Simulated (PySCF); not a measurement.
Vertical excitations of a molecule C₂H₁₀OSi₃ from TDA-CAM-B3LYP/def2-SVPD (PySCF 2.14.0), as energy in eV (oscillator strength): 5.94 (0.037), 6.46 (0.031), 6.49 (0.099), 6.85 (0.013), 7.00 (0.222), 7.07 (0.027). Lowest triplet (TDA): 5.23 eV. Geometry: B3LYP-D3(BJ)/def2-SVP. One conformer was computed; it need not be the lowest.

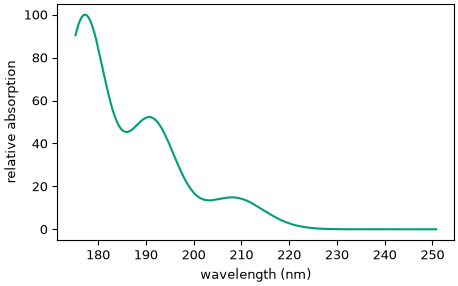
Figure: The lines broadened by 0.4 eV.

Task: Pick the molecule that these values belong to.
A) O[Si@@H]1C[C@H]([SiH3])[SiH2]1
B) C[SiH2]C1[SiH2]O[SiH2]1
C) C[Si@H]1OC[Si@H]1[SiH3]
D) C1C[SiH2][SiH2]O[SiH2]1

Result: A, O[Si@@H]1C[C@H]([SiH3])[SiH2]1
